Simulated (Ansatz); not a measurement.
**Nudged elastic band of BH3Cl2O**

- system: BH3Cl2O
- method: RKS B3LYP-D4/def2-SVP (Ansatz 0.2.0)

One setting was made poor on purpose. It belongs to a series of runs on one base structure; here: band between the two ends. Figures and captions count atoms from 1; the log counts them from 0 in places.

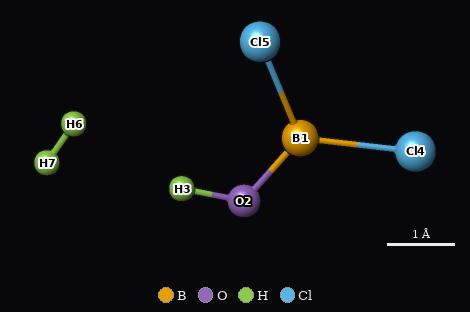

**Figure 1.** The starting structure (ball-and-stick view, seen at a tilt; atoms are numbered from 1 in the order of the input). Bond lengths as drawn: B–Cl 1.76 to 1.78 Å, B–O 1.34 Å, H–H 0.76 Å and H–O 0.97 Å.

## Input file
```yaml
crystal:
  periodic: [false, false, false]
  atoms:
    - { symbol: B, position_ang: [0.12417, -0.706415, -0.142746] }
    - { symbol: O, position_ang: [0.49055, -0.413944, 1.110048] }
    - { symbol: H, position_ang: [0.22349, 0.469861, 1.403154] }
    - { symbol: Cl, position_ang: [0.541863, -2.278075, -0.812526] }
    - { symbol: Cl, position_ang: [-0.775251, 0.463285, -1.139109] }
    - { symbol: H, position_ang: [-0.593648, 2.300326, 1.325849] }
    - { symbol: H, position_ang: [-0.344173, 2.38296, 2.04093] }
basis:
  gaussian: { orbitals: def2-SVP }
hamiltonian:
  xc: b3lyp
  dispersion: d4
neb:
  order_check: false
  images: 5
  f_tol: 0.05
  max_iterations: 60
  initial_path: linear
  final_atoms:
    - { symbol: B, position_ang: [0.1544874, 0.41962736, -0.09963561] }
    - { symbol: O, position_ang: [0.07017162, 0.61177146, 1.55707516] }
    - { symbol: H, position_ang: [0.26123827, -0.27268281, 1.92550081] }
    - { symbol: Cl, position_ang: [0.64628231, -1.34439366, -0.25019898] }
    - { symbol: Cl, position_ang: [-1.57052912, 0.79274718, -0.61032348] }
    - { symbol: H, position_ang: [0.97474739, 1.2062221, -0.47965731] }
    - { symbol: H, position_ang: [-0.86939687, 0.80470637, 1.74283942] }
```

Machine: 1 thread of Arm Neoverse V1, 24 GiB of memory available, shared host.

Launch command:
```bash
ansatz run input.yaml --threads 1 --pin off --max-ram 2048MiB --backend cpu --events-out ev --progress --plain --runs-dir out
```

## What the program printed
```
Engine: ansatz 0.2.0, aarch64-unknown-linux-gnu
Functional definition: B3LYP
  parameter a0 = 0.2
  parameter ax = 0.72
  parameter ac = 0.81
  exchange = (1 - a0 - ax)*slater_x + ax*b88_x + a0*exact_x
  correlation = (1 - ac)*vwn_rpa_c + ac*lyp_c
812 factors; integrals over basis functions are off by at most 3.7e-4 eV
mean field evaluation 1: about -27807.9352 eV, gradient 4.6e1 eV
mean field evaluation 2: about -27799.5408 eV, gradient 8.1e1 eV
mean field evaluation 4: about -27811.5766 eV, gradient 1.5e0 eV
mean field evaluation 8: about -27811.6170 eV, gradient 2.8e-2 eV
mean field -27811.61701018 eV, -1022.0580737330 hartree, gradient 7.0e-5 eV, S^2 0.000000; 0 other end points of the search recorded, 0 dependent functions left out
the calculation of the forces begins
reference -27811.61723263 eV, -1022.0580819078 hartree; 25, 25 occupied and 54, 54 virtual orbitals, 812 factors
814 factors; integrals over basis functions are off by at most 9.2e-4 eV
mean field evaluation 16: about -27808.1956 eV, gradient 3.8e1 eV
mean field -27810.80467178 eV, -1022.0282208475 hartree, gradient 1.8e-5 eV, S^2 0.000000; 0 other end points of the search recorded, 0 dependent functions left out
[... from here on the field's lines of each further geometry are left out, up to the last ...]
NEB iter   1: max|band force component| = 5.517e0 eV/Å  barrier→ = 7.3155 eV  barrier← = 6.5233 eV  Δτ_max = 0.2000 Å  (189 SCF iters)
NEB iter   2: max|band force component| = 4.299e0 eV/Å  barrier→ = 5.3361 eV  barrier← = 4.5438 eV  Δτ_max = 0.2000 Å  (170 SCF iters)
NEB iter   3: max|band force component| = 1.048e1 eV/Å  barrier→ = 4.2661 eV  barrier← = 3.4739 eV  Δτ_max = 0.1019 Å  (149 SCF iters)
NEB iter   4: max|band force component| = 4.351e0 eV/Å  barrier→ = 3.6841 eV  barrier← = 2.8918 eV  Δτ_max = 0.2000 Å  (144 SCF iters)
NEB iter   5: max|band force component| = 2.825e0 eV/Å  barrier→ = 2.6030 eV  barrier← = 1.8108 eV  Δτ_max = 0.2000 Å  (144 SCF iters)
NEB iter   6: max|band force component| = 2.008e0 eV/Å  barrier→ = 1.7542 eV  barrier← = 0.9619 eV  Δτ_max = 0.2000 Å  (139 SCF iters)
NEB iter   7: max|band force component| = 1.361e0 eV/Å  barrier→ = 1.7750 eV  barrier← = 0.9828 eV  Δτ_max = 0.2000 Å  (138 SCF iters)
NEB iter   8: max|band force component| = 1.260e0 eV/Å  barrier→ = 1.8173 eV  barrier← = 1.0251 eV  Δτ_max = 0.2000 Å  (143 SCF iters)
NEB iter   9: max|band force component| = 4.126e0 eV/Å  barrier→ = 2.0826 eV  barrier← = 1.2904 eV  Δτ_max = 0.1000 Å  (147 SCF iters)
NEB iter  10: max|band force component| = 9.230e-1 eV/Å  barrier→ = 2.2145 eV  barrier← = 1.4223 eV  Δτ_max = 0.2000 Å  (141 SCF iters)
NEB iter  11: max|band force component| = 1.210e0 eV/Å  barrier→ = 2.1945 eV  barrier← = 1.4022 eV  Δτ_max = 0.1047 Å  (149 SCF iters)
NEB iter  12: max|band force component| = 1.274e0 eV/Å  barrier→ = 1.9097 eV  barrier← = 1.1175 eV  Δτ_max = 0.1009 Å  (145 SCF iters)
NEB iter  13: max|band force component| = 1.334e0 eV/Å  barrier→ = 1.6285 eV  barrier← = 0.8363 eV  Δτ_max = 0.0993 Å  (144 SCF iters)
NEB iter  14: max|band force component| = 1.477e0 eV/Å  barrier→ = 1.3358 eV  barrier← = 0.5436 eV  Δτ_max = 0.0502 Å  (145 SCF iters)
NEB iter  15: max|band force component| = 9.331e-1 eV/Å  barrier→ = 1.1548 eV  barrier← = 0.3626 eV  Δτ_max = 0.0504 Å  (146 SCF iters)
NEB iter  16: max|band force component| = 1.683e0 eV/Å  barrier→ = 1.0620 eV  barrier← = 0.2697 eV  Δτ_max = 0.0250 Å  (145 SCF iters)
NEB iter  17: max|band force component| = 5.377e-1 eV/Å  barrier→ = 1.0330 eV  barrier← = 0.2408 eV  Δτ_max = 0.0502 Å  (145 SCF iters)
NEB iter  18: max|band force component| = 2.103e0 eV/Å  barrier→ = 1.1105 eV  barrier← = 0.3183 eV  CI = image 4  Δτ_max = 0.1014 Å  (144 SCF iters)
NEB iter  19: max|band force component| = 1.804e0 eV/Å  barrier→ = 1.2754 eV  barrier← = 0.4832 eV  CI = image 4  Δτ_max = 0.1969 Å  (145 SCF iters)
NEB iter  20: max|band force component| = 1.595e0 eV/Å  barrier→ = 1.8781 eV  barrier← = 1.0859 eV  CI = image 4  Δτ_max = 0.1964 Å  (150 SCF iters)
NEB iter  21: max|band force component| = 1.845e0 eV/Å  barrier→ = 2.2924 eV  barrier← = 1.5001 eV  CI = image 4  Δτ_max = 0.1975 Å  (143 SCF iters)
NEB iter  22: max|band force component| = 1.268e0 eV/Å  barrier→ = 1.9868 eV  barrier← = 1.1946 eV  CI = image 4  Δτ_max = 0.2000 Å  (150 SCF iters)
NEB iter  23: max|band force component| = 1.697e0 eV/Å  barrier→ = 2.0967 eV  barrier← = 1.3044 eV  CI = image 4  Δτ_max = 0.0994 Å  (149 SCF iters)
NEB iter  24: max|band force component| = 4.247e-1 eV/Å  barrier→ = 2.0455 eV  barrier← = 1.2532 eV  CI = image 4  Δτ_max = 0.1957 Å  (144 SCF iters)
NEB iter  25: max|band force component| = 4.247e-1 eV/Å  barrier→ = 2.0348 eV  barrier← = 1.2425 eV  CI = image 4  Δτ_max = 0.1004 Å  (145 SCF iters)
NEB iter  26: max|band force component| = 2.965e-1 eV/Å  barrier→ = 2.0296 eV  barrier← = 1.2374 eV  CI = image 4  Δτ_max = 0.0674 Å  (138 SCF iters)
NEB iter  27: max|band force component| = 2.378e-1 eV/Å  barrier→ = 2.0275 eV  barrier← = 1.2352 eV  CI = image 4  Δτ_max = 0.0623 Å  (141 SCF iters)
NEB iter  28: max|band force component| = 2.965e-1 eV/Å  barrier→ = 2.0262 eV  barrier← = 1.2340 eV  CI = image 4  Δτ_max = 0.0312 Å  (133 SCF iters)
NEB iter  29: max|band force component| = 1.695e-1 eV/Å  barrier→ = 2.0256 eV  barrier← = 1.2334 eV  CI = image 4  Δτ_max = 0.0314 Å  (137 SCF iters)
NEB iter  30: max|band force component| = 6.000e-2 eV/Å  barrier→ = 2.0253 eV  barrier← = 1.2331 eV  CI = image 4  Δτ_max = 0.0416 Å  (133 SCF iters)
the calculation of the forces begins
reference -27810.80331818 eV, -1022.0281711035 hartree; 25, 25 occupied and 54, 54 virtual orbitals, 814 factors
812 factors; integrals over basis functions are off by at most 1.2e-3 eV
mean field -27809.56847122 eV, -1021.9827913149 hartree, gradient 8.7e-6 eV, S^2 0.000000; 1 other end points of the search recorded, 0 dependent functions left out
the calculation of the forces begins
reference -27809.56867069 eV, -1021.9827986450 hartree; 25, 25 occupied and 54, 54 virtual orbitals, 812 factors
NEB iter  31: max|band force component| = 3.761e-2 eV/Å  barrier→ = 2.0251 eV  barrier← = 1.2329 eV  CI = image 4  Δτ_max = 0.0000 Å  (254 SCF iters)
```

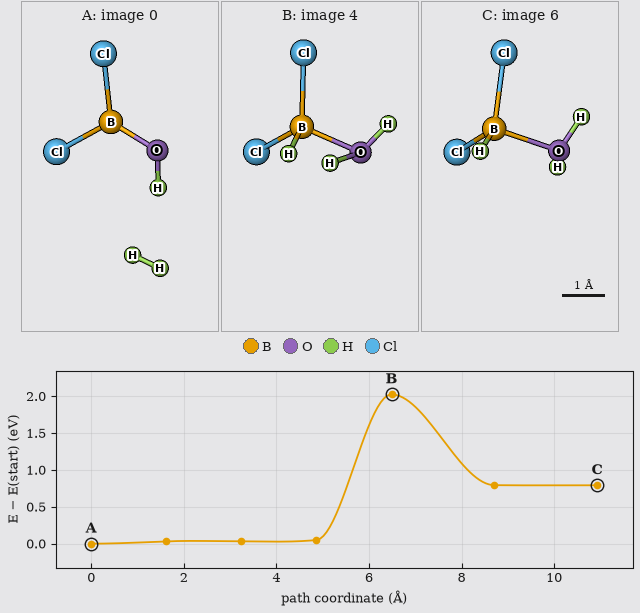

**Figure 2.** Images of the last band (counted from 0; ball-and-stick, seen at a tilt) above the energy along the path; the line is a cubic interpolation that uses the forces. The highest image is number 4, 2.025 eV above the start and 1.233 eV above the end (the climbing image); the end lies 0.792 eV above the start. The path is 10.93 Å long. The band converged in 31 iterations.

```
Total energy: -27809.81776387 eV, -1021.9919526507 hartree
Atom 0 at    -0.194826     0.197192     0.127386 Å, force     0.008587     0.014514     0.000122 eV/Å
Atom 1 at    -0.314089     0.325954     1.656303 Å, force    -0.012668     0.004881    -0.006409 eV/Å
Atom 2 at     0.359651    -0.228428     2.083072 Å, force     0.012976     0.004128     0.001627 eV/Å
Atom 3 at     1.109652    -0.950788    -0.365227 Å, force     0.004300    -0.006922    -0.001874 eV/Å
Atom 4 at    -1.773522     0.113314    -0.705365 Å, force    -0.010439    -0.000099    -0.004773 eV/Å
Atom 5 at     0.295015     1.471317    -0.015845 Å, force    -0.000582    -0.008176    -0.002697 eV/Å
Atom 6 at     0.185119     1.289437     1.005277 Å, force    -0.002176    -0.008325     0.014003 eV/Å
Dipole moment:     0.337766     0.198244     0.460482 e Å
this run last wrote the band of iteration 31 to [file]
```

## The last band as extended XYZ (Å, eV, eV/Å)
```
7
Properties=species:S:1:pos:R:3:forces:R:3 image=0 energy=-27811.84270
B     0.1242   -0.7064   -0.1427   -0.0030   0.0016  -0.0048
O     0.4905   -0.4139    1.1100    0.0081  -0.0039   0.0145
H     0.2235    0.4699    1.4032   -0.0054   0.0043  -0.0084
Cl    0.5419   -2.2781   -0.8125   -0.0003  -0.0029  -0.0035
Cl   -0.7753    0.4633   -1.1391    0.0005   0.0018   0.0028
H    -0.5936    2.3003    1.3258    0.0008  -0.0015  -0.0002
H    -0.3442    2.3830    2.0409   -0.0008   0.0007  -0.0005
7
Properties=species:S:1:pos:R:3:forces:R:3 image=1 energy=-27811.81151
B    -0.0971   -0.7594    0.0183    0.0019  -0.0047   0.0039
O     0.2935   -0.4885    1.2715    0.0187  -0.0068  -0.0032
H    -0.2523    0.1735    1.7166   -0.0230   0.0165   0.0007
Cl    0.8343   -1.9155   -0.9242   -0.0026  -0.0082  -0.0095
Cl   -1.5236    0.0210   -0.6969    0.0111   0.0116   0.0102
H    -0.1052    2.7024    1.0109   -0.0169  -0.0100  -0.0045
H     0.5175    2.4846    1.3892    0.0107   0.0016   0.0026
7
Properties=species:S:1:pos:R:3:forces:R:3 image=2 energy=-27811.81121
B    -0.3659   -0.7331    0.0789    0.0135  -0.0068   0.0023
O    -0.2264   -0.1297    1.2704   -0.0060   0.0085   0.0034
H     0.6437   -0.2532    1.6742    0.0001  -0.0049  -0.0087
Cl    0.9621   -1.6634   -0.6424   -0.0056   0.0052   0.0037
Cl   -1.8992   -0.5858   -0.7667   -0.0045  -0.0038  -0.0032
H     0.4203    3.1412    1.0426    0.0018   0.0012   0.0021
H     0.1325    2.4420    1.1286    0.0007   0.0006   0.0004
7
Properties=species:S:1:pos:R:3:forces:R:3 image=3 energy=-27811.79299
B    -0.3985   -0.4538    0.2967   -0.0092  -0.0345   0.0066
O    -0.3755   -0.2975    1.6295   -0.0080  -0.0273  -0.0001
H     0.4949   -0.4504    2.0220   -0.0021  -0.0073   0.0010
Cl    1.0589   -0.9205   -0.6027   -0.0035  -0.0071  -0.0029
Cl   -1.9120   -0.1950   -0.5592   -0.0034  -0.0125   0.0009
H     0.5173    2.3478    0.1475    0.0191   0.0417   0.0052
H     0.2820    2.1875    0.8518    0.0070   0.0470  -0.0106
7
Properties=species:S:1:pos:R:3:forces:R:3 image=4 energy=-27809.81756
B    -0.1948    0.1972    0.1274    0.0086   0.0145   0.0001
O    -0.3141    0.3260    1.6563   -0.0127   0.0049  -0.0064
H     0.3597   -0.2284    2.0831    0.0130   0.0041   0.0016
Cl    1.1097   -0.9508   -0.3652    0.0043  -0.0069  -0.0019
Cl   -1.7735    0.1133   -0.7054   -0.0104  -0.0001  -0.0048
H     0.2950    1.4713   -0.0158   -0.0006  -0.0082  -0.0027
H     0.1851    1.2894    1.0053   -0.0022  -0.0083   0.0140
7
Properties=species:S:1:pos:R:3:forces:R:3 image=5 energy=-27811.04886
B    -0.0175    0.4103   -0.1321   -0.0360   0.0000  -0.0041
O    -0.1009    0.7856    1.4921   -0.0007   0.0223   0.0099
H    -0.8696    0.2893    1.8341   -0.0139   0.0010  -0.0100
Cl    1.4865   -0.6421   -0.2079    0.0152  -0.0026  -0.0019
Cl   -1.6028   -0.4793   -0.3922    0.0193   0.0038   0.0097
H     0.0734    1.4608   -0.7015    0.0016   0.0004  -0.0110
H     0.6979    0.3934    1.8931    0.0145  -0.0249   0.0073
7
Properties=species:S:1:pos:R:3:forces:R:3 image=6 energy=-27811.05047
B     0.1794    0.4566   -0.0841   -0.0013  -0.0013  -0.0022
O     0.0135    0.5672    1.5739    0.0017   0.0002  -0.0009
H     0.2194   -0.3267    1.9100   -0.0011  -0.0006   0.0010
Cl    0.7406   -1.2807   -0.2919   -0.0024   0.0031  -0.0001
Cl   -1.5331    0.7949   -0.6574    0.0031  -0.0026   0.0008
H     0.9872    1.2875   -0.3890    0.0006   0.0009   0.0004
H    -0.9399    0.7192    1.7241   -0.0007   0.0003   0.0009
```

## Key numbers

- outcome: converged
- barrier, forward: 2.025 eV
- barrier, backward: 1.233 eV
- wall time: 7.3 min
- peak memory: 0.15 GiB

## Remarks

A deliberately poor setting: straight start. The order of the saddle point was not checked.
